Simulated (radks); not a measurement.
# Polarisabilities and dispersion coefficients of P, F, N³⁺ and others

Aim: static dipole polarisabilities and C6 coefficients, each species in its NIST ground configuration. After each ground state the linear response is solved; its values go to the run's result record, not to the log. Response by self-consistent Sternheimer equations with the Hartree and adiabatic exchange-only LDA kernel, the relativistic mass of each level held fixed and spin-orbit coupling left out.

Method: scalar-relativistic Kohn-Sham, exchange-only LDA, spin-polarised, spherical densities, finite nucleus; open shells are filled with parallel spins first. Code: radks (a radial shooting solver on a logarithmic mesh, Libxc functionals) version 1.

**1. The system**

```
species : P ([Ne] 3s2 3p3), F ([He] 2s2 2p5), N³⁺ ([He] 2s2), Se ([Ar] 3d10 4s2 4p4), V ([Ar] 3d3 4s2)
```

**2. P, [Ne] 3s2 3p3**

The run's settings:

```text
Z 15
configuration [Ne] 3s2 3p3
relativity scalar-relativistic
functional lda,
spin polarised
nucleus finite rms 3.1889 fm
c 137.035999084
response adiabatic LDA kernel
```

**3. F, [He] 2s2 2p5**

The run's settings:

```text
Z 9
configuration [He] 2s2 2p5
relativity scalar-relativistic
functional lda,
spin polarised
nucleus finite rms 2.8976 fm
c 137.035999084
response adiabatic LDA kernel
```

**4. N³⁺, [He] 2s2**

The run's settings:

```text
Z 7
configuration [He] 2s2
relativity scalar-relativistic
functional lda,
spin polarised
nucleus finite rms 2.5582 fm
c 137.035999084
response adiabatic LDA kernel
```

**5. Se, [Ar] 3d10 4s2 4p4**

The run's settings:

```text
Z 34
configuration [Ar] 3d10 4s2 4p4
relativity scalar-relativistic
functional lda,
spin polarised
nucleus finite rms 4.14 fm
c 137.035999084
response adiabatic LDA kernel
```

**6. V, [Ar] 3d3 4s2**

The run's settings:

```text
Z 23
configuration [Ar] 3d3 4s2
relativity scalar-relativistic
functional lda,
spin polarised
nucleus finite rms 3.6002 fm
c 137.035999084
response adiabatic LDA kernel
```

**Question.** What will these runs give? Wanted: for each run, species; −ε(HOMO); α; α uncoupled; C6; C8; recommended α.

As calculated:

| species | −ε(HOMO) (eV) | α (bohr³) | α uncoupled (bohr³) | C6 (hartree bohr⁶) | C8 (hartree bohr⁸) | recommended α (bohr³) |
| --- | --- | --- | --- | --- | --- | --- |
| P | 5.522 | 30.41 | 45.36 | 232.1 | - | 25 |
| F | 8.860 | 4.563 | 5.337 | 12.48 | - | 3.74 |
| N³⁺ | 66.193 | 2.094 | 3.987 | 2.061 | 11.70 | - |
| Se | 4.478 | 30.31 | 45.22 | 257.1 | - | 28.9 |
| V | 3.380 | 96.80 | 179.0 | 1035 | - | 87 |

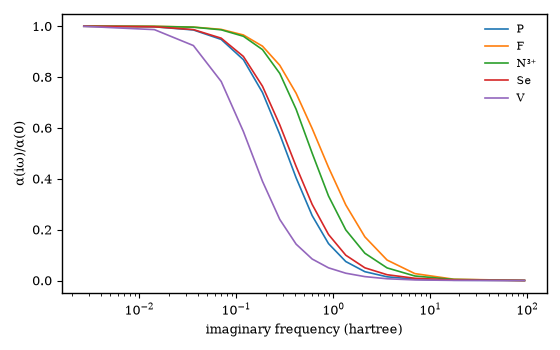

Polarisability at imaginary frequency, each scaled by its static value.

In words: Uncoupled leaves out the potential induced by the response; C6 and C8 are for like pairs. V is the most polarisable and N³⁺ the least, a factor 46.2 apart. For the pair V–N³⁺ the Casimir-Polder integral gives C6 = 38.39, the rule 2·Ca·Cb/(Ca·αb/αa + Cb·αa/αb) on the like-pair values 36.28. Against the recommended values (Schwerdtfeger and Nagle, 2023 table) the misses are P +22 %, F +22 %, Se +5 %, V +11 %. C8 is given only where no p, d or f shell is open. For heavy and open-shell atoms this level can miss by tens of per cent.
